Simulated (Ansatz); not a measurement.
# AlCl3H2O: what the fields show

| atom | x (Å) | y (Å) | z (Å) |
| --- | --- | --- | --- |
| Al | -0.7330 | 0.3200 | 0.0965 |
| O | 1.1751 | -0.1136 | -0.0548 |
| Cl | -1.2425 | -0.1947 | -1.9001 |
| Cl | -0.8300 | 2.3504 | 0.6316 |
| H | 1.4181 | -0.8169 | 0.5731 |
| Cl | -1.1730 | -1.1107 | 1.6033 |
| H | 1.3854 | -0.4346 | -0.9496 |

Level of theory: RKS r2SCAN/def2-SVP (Ansatz 0.2.0).

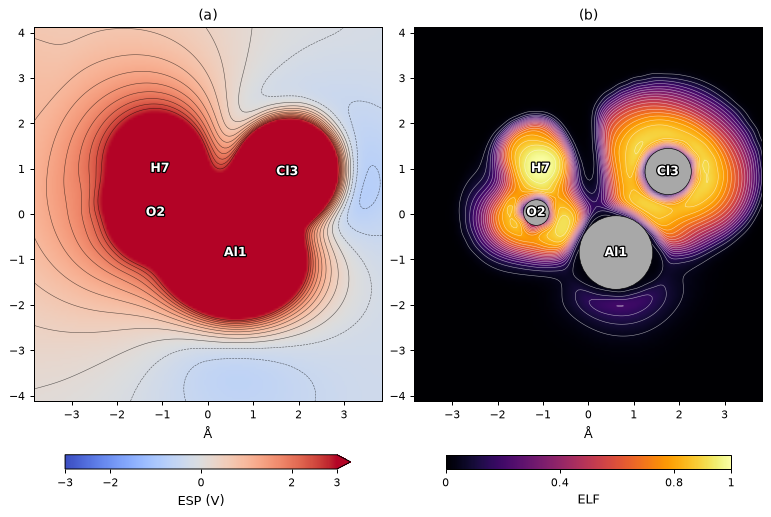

Figure 1. (a) electrostatic potential; (b) electron localisation function on the plane of atoms Al1, O2 and H7. Grey discs cover the atomic cores in the ELF map.

Q: What does the map show?

A: The plane passes through Al, O, Cl and H nuclei. Al–O (1.96 Å): the ELF peaks at about 0.90 in the valence shell of O, 0.7 Å from its nucleus, and is about 0.50 at the midpoint. Al–Cl (2.12 Å): the ELF peaks at about 0.90 in the valence shell of Cl, 0.9 Å from its nucleus, and is about 0.80 at the midpoint. O–H (0.97 Å): the ELF climbs to about 1 towards the hydrogen, as it does in any bond to H (a covalent bond by its length). The ELF also peaks beside Cl3, away from the bonds: lone-pair regions. Outside the dense part of the molecule the potential is most negative (−0.8 V) near Cl3.

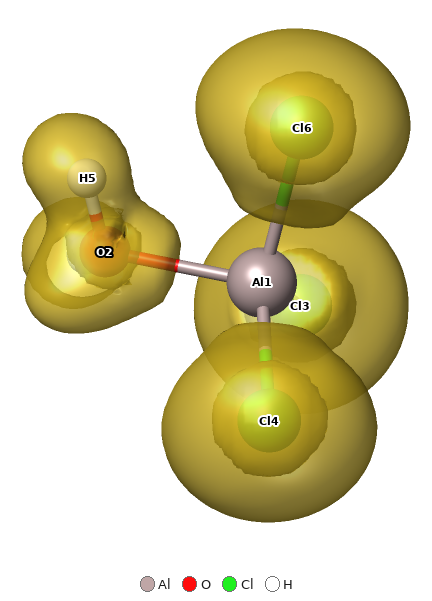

Figure 2. Isosurface of the electron localisation function at 0.75 (yellow), seen at an oblique angle. Core shells and regions of very low density are left out.

Q: What do the ELF domains correspond to?

A: The ELF exceeds this value in three regions on Cl in which the atom's valence shell and bonds are merged and one joined region spread over several atoms (H, O), in which their bonds and any lone pairs are merged.


 Al–Cl (2.10 Å): the ELF peaks at about 0.90 in the valence shell of Cl, 1.0 Å from its nucleus, and is about 0.85 at the midpoint.

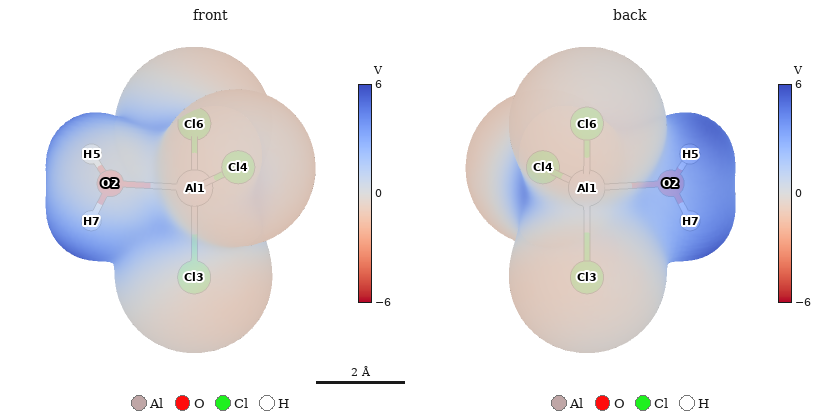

Figure 3. The molecular electrostatic potential painted on the density surface at 0.004 e/bohr³, seen from the front and from behind; the colour scale runs from red (negative) to blue (positive).

Q: Where is the surface potential most negative and most positive?

A: The most negative region (about −0.9 V, or −21 kcal/mol for a unit charge) lies over Cl4, the most positive (about +5.1 V, or +118 kcal/mol for a unit charge) over H5 and H7.
